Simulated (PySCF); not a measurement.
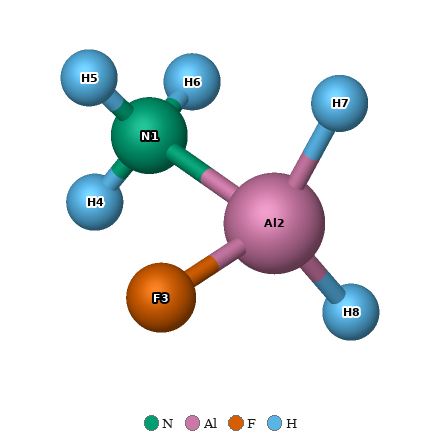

AlNH₅F, SMILES [NH3+][AlH2-][F], singlet. Vertical core-electron binding energies by ΔSCF (B3LYP, pcX-2 on the ionised atom, pcseg-1 elsewhere, spin-free X2C; PySCF 2.14.0, at a PBE0-D3(BJ)/def2-SVP geometry (no frequency check)), gas phase, against the vacuum level. One atom of each kind was ionised; within a panel, areas follow the number of like atoms and 2j + 1 (2p levels are split by first-order spin-orbit coupling, an approximation), Gaussians of 0.6 eV full width. Only the regions named are shown. Lines closer than the width merge in the curve.

Q: Predict the Al 2p photoelectron lines.

A:
| level | atoms | binding energy (eV) |
| --- | --- | --- |
| Al 2p1/2 | Al2 | 80.4 |
| Al 2p3/2 | Al2 | 80.0 |

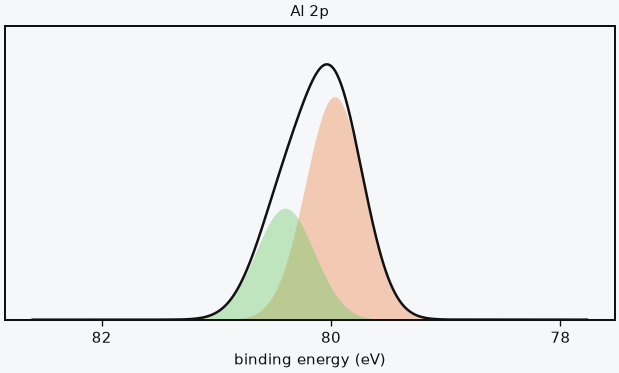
